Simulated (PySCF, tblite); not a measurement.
# C₅H₁₁AlO: geometry, infrared bands and NMR shifts

What infrared bands and NMR shifts should C₅H₁₁AlO (`CC#[C][AlH2-][O+](C)C`) show?

Programs: tblite 0.8.0 and PySCF 2.14.0, with density-fitted response routines of our own. Each step states its level of theory. These are calculated values for one molecule in the gas phase, unless marked as measured. Atoms are numbered from 0 throughout.

## Step 1: The molecule as given

18 atoms, charge 0, multiplicity 1; geometry from: force field or distance geometry start.

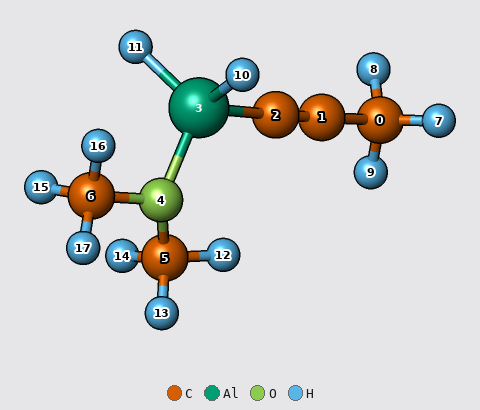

The starting geometry (carbon orange, aluminium teal, oxygen green, hydrogen blue), atoms numbered; sticks join atoms by distance.

## Step 2: Geometry optimisation with GFN2-xTB

What the job is given:

```
{"job": {"kind": "relax", "xc": "GFN2-xTB", "basis": "xTB"}, "charge": 0, "multiplicity": 1}
C      3.902400    -0.638900     0.006100
C      2.549500    -0.056100     0.106900
C      1.469000     0.423000     0.207200
Al    -0.296800     1.251700     0.341700
O     -1.641800     0.044600     0.404200
C     -1.402900    -1.187500    -0.133900
C     -2.887400     0.574100     0.081600
H      4.349100    -0.723200     1.034300
H      4.544200     0.000800    -0.648300
H      3.805300    -1.626800    -0.443400
H     -0.334700     2.026000     1.760800
H     -0.451200     2.343300    -0.802700
H     -0.374400    -1.498900     0.197500
H     -2.121000    -1.905000     0.327000
H     -1.431700    -1.248800    -1.231100
H     -3.079600     0.704700    -0.980400
H     -2.914900     1.575200     0.607100
H     -3.692000    -0.051700     0.529200
```

The run is started by

```bash
OMP_NUM_THREADS=1 python probes_run.py task.json out
```

One launch serves the whole session: the jobs run in the order shown.

**Question.** This job is followed by: GFN2-xTB harmonic vibrations, gas phase; GIAO PBE0/pcSseg-1 NMR shielding, non-relativistic, gas phase. What will the session give for the following? strongest single infrared mode (GFN2-xTB); zero-point energy (GFN2-xTB); ¹³C shifts against TMS (PBE0/pcSseg-1, means over atoms taken as alike); ¹H shifts against TMS (PBE0/pcSseg-1, means over atoms taken as alike); ²⁷Al shifts against AlH4- (PBE0/pcSseg-1); ¹⁷O shifts against H2O (PBE0/pcSseg-1); surface potential, least and greatest.

**Answer**, as computed:

| quantity | value |
| --- | --- |
| strongest single infrared mode (GFN2-xTB) | 717 cm⁻¹, 635 km/mol |
| zero-point energy (GFN2-xTB) | 86.6 kcal/mol |
| ¹³C shifts against TMS (PBE0/pcSseg-1, means over atoms taken as alike) | 114.4, 97.2, 61.5, 6.7 ppm |
| ¹H shifts against TMS (PBE0/pcSseg-1, means over atoms taken as alike) | 4.10, 3.86, 2.06 ppm |
| ²⁷Al shifts against AlH4- (PBE0/pcSseg-1) | 60.6 ppm |
| ¹⁷O shifts against H2O (PBE0/pcSseg-1) | -9.0 ppm |
| surface potential, least and greatest | -1.38 V and 1.35 V |

In words: Over 98 steps the energy fell by 0.872 eV; of the close pairs, Al3–O4 changed most, 1.808 to 1.901 Å. All 48 modes are real, so the xTB geometry is a minimum. The strongest single mode, at 717 cm⁻¹, moves mainly H11 and H10. GFN2-xTB is a fitted tight-binding method: band positions and strengths are rough. Its intensities can rank the bands wrongly. At PBE0/pcSseg-1: The widest tensor belongs to C1: span 299 ppm, with a paramagnetic part of -202 ppm.
